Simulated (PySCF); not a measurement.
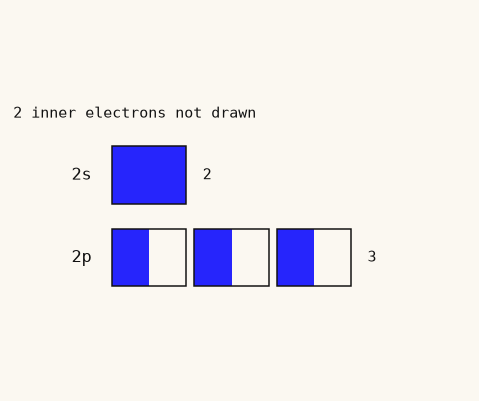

**Figure 1.** The outer shells of the nominal configuration: a box for each of the 2l + 1 orbitals, shaded by the share of the shell that is filled, with the electron count at the right.

# Atomic calculation for F²⁺

F²⁺, configuration 1s2 2s2 2p3, multiplicity 4. Level asked for: unrestricted r2SCAN, aug-cc-pVDZ-DK, spin-free X2C-1e, Gaussian nucleus (PySCF).

What the run reported:

- outcome: not converged
- total energy: −97.815537 hartree
- ⟨S²⟩: 3.751
- SCF iterations: 2
- hardware: 1 thread of Arm Neoverse N1, 77 GiB of memory available, shared host

Diagnosis:

This input holds a deliberate fault: too few SCF iterations. The run did not meet its convergence test in 2 iterations, so its last values are not results.

Input:
```python
from pyscf import gto, scf, dft, mp, cc
import basis_set_exchange as bse
mol = gto.M(atom="F 0 0 0", charge=2, spin=3, symmetry="D2h",
            basis=gto.basis.parse(bse.get_basis("aug-cc-pVDZ-DK", elements=["F"], fmt="nwchem", header=False)),
            nucmod="G")
mf = dft.UKS(mol, xc="R2SCAN").sfx2c1e()
mf.irrep_nelec = {'Ag': (2, 2), 'B1u': (1, 0), 'B2u': (1, 0), 'B3u': (1, 0)}
mf.kernel()
```

The script is an equivalent of what the driver set up; the driver computed the properties (radii, ⟨L²⟩, response) afterwards. It also set what the script leaves out: max_cycle = 2, guess = minao. It held the occupations shell by shell, which the script's counts by irreducible representation don't always enforce.

The run was one of a batch that the task file lists, launched with:
```bash
OMP_NUM_THREADS=1 python <driver script> TASK.json OUT
```

Log (extracts):
```
damping factor = 0
level_shift factor = 0
DIIS = <class 'pyscf.scf.diis.CDIIS'>
diis_start_cycle = 1
diis_space = 10
diis_damp = 0
SCF conv_tol = 1e-09
SCF conv_tol_grad = None
number electrons alpha = 5  beta = 2
irrep_nelec {'Ag': (2, 2), 'B1g': (0, 0), 'B2g': (0, 0), 'B3g': (0, 0), 'B1u': (1, 0), 'B2u': (1, 0), 'B3u': (1, 0)}
XC functionals = R2SCAN
    J. W. Furness, A. D. Kaplan, J. Ning, J. P. Perdew, and J. Sun.,  J. Phys. Chem. Lett. 11, 8208-8215 (2020)
    J. W. Furness, A. D. Kaplan, J. Ning, J. P. Perdew, and J. Sun.,  J. Phys. Chem. Lett. 11, 9248-9248 (2020)
    J. W. Furness, A. D. Kaplan, J. Ning, J. P. Perdew, and J. Sun.,  J. Phys. Chem. Lett. 11, 8208-8215 (2020)
    J. W. Furness, A. D. Kaplan, J. Ning, J. P. Perdew, and J. Sun.,  J. Phys. Chem. Lett. 11, 9248-9248 (2020)
alpha HOMO (B1u) = -0.430090020722175  LUMO (Ag) = 0.136673484177954

WARN: HOMO -0.430090020722175 >= LUMO -0.430090020738643

cycle= 1 E= -97.4821951138305  delta_E= 2.25  |g|= 0.99  |ddm|=  1.5
alpha HOMO (B1u) = -2.28392498151987  LUMO (Ag) = -0.620734932017888
  HOMO = -2.28392498152  LUMO = -1.95037763241  gap/eV = 9.07629
cycle= 2 E= -97.8155373800551  delta_E= -0.333  |g|= 0.315  |ddm|=  2.2
SCF not converged.
SCF energy = -97.8155373800551 after 2 cycles  <S^2> = 3.7507342  2S+1 = 4.0003671
```
